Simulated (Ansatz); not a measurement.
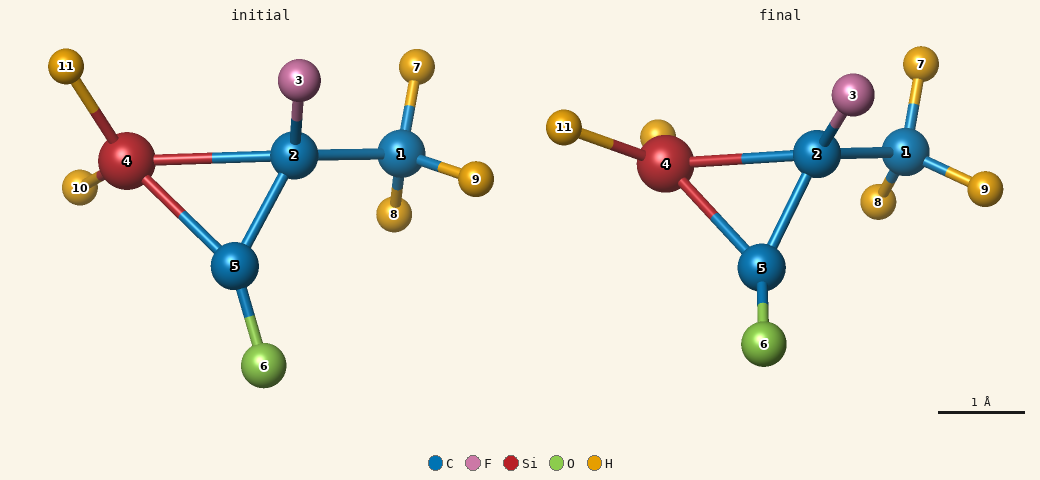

The structure of C3H5FOSi before (left) and after (right) a relaxation, at one scale.

A ball-and-stick model, seen at a tilt.

The start comes from PBE-D4/def2-SVP.

These are results of RKS PBE0-D4/def2-TZVP in Ansatz 0.2.0, not measurements.

Input file:
```yaml
crystal:
  periodic: [false, false, false]
  atoms:
    - {symbol: C, position_ang: [-1.516840, -0.173173, -0.053398]}
    - {symbol: C, position_ang: [-0.120001, 0.055562, 0.439400]}
    - {symbol: F, position_ang: [-0.007624, -0.090434, 1.824040]}
    - {symbol: Si, position_ang: [1.700681, -0.452562, -0.210663]}
    - {symbol: C, position_ang: [0.726639, 1.196698, -0.076865]}
    - {symbol: O, position_ang: [0.481018, 2.223175, -0.668155]}
    - {symbol: H, position_ang: [-1.855030, -1.199579, 0.194681]}
    - {symbol: H, position_ang: [-1.565929, -0.042185, -1.152014]}
    - {symbol: H, position_ang: [-2.213474, 0.554034, 0.414810]}
    - {symbol: H, position_ang: [1.966562, -1.009217, -1.581404]}
    - {symbol: H, position_ang: [2.469400, -1.119319, 0.890069]}
basis:
  gaussian: {orbitals: def2-TZVP}
hamiltonian: {xc: pbe0, dispersion: d4}
relax: {f_tol: 0.005, max_steps: 150}
```

Run as
```bash
ansatz run in.yaml --threads 4 --pin off --events-out ev --progress --plain --max-ram 10444MiB
```

> What changed between the two?

The energy falls by 23.6 kJ/mol in 16 geometry steps. Largest force component: 1.2 eV/Å at the start, 0.0026 eV/Å at the end. H10 moves most after the best rigid fit: 0.94 Å. Largest moves by element: H 0.94 Å, O 0.86 Å, F 0.47 Å, Si 0.29 Å, C 0.21 Å. Near-neighbour distances that change, for instance: C2–Si4 1.999 → 1.935 Å, C2–F3 1.397 → 1.365 Å, C2–C5 1.512 → 1.487 Å, Si4–H10 1.503 → 1.484 Å. Among the angles between lasting bonds that change: F3–C2–Si4 102.9° → 129.4°, C1–C2–Si4 134.7° → 109.6°, C5–Si4–H11 126.2° → 113.1°. Groups turn about C2–Si4 by about 20°. Cost: 80 s on 4 threads of Arm Neoverse V1, on a shared host.
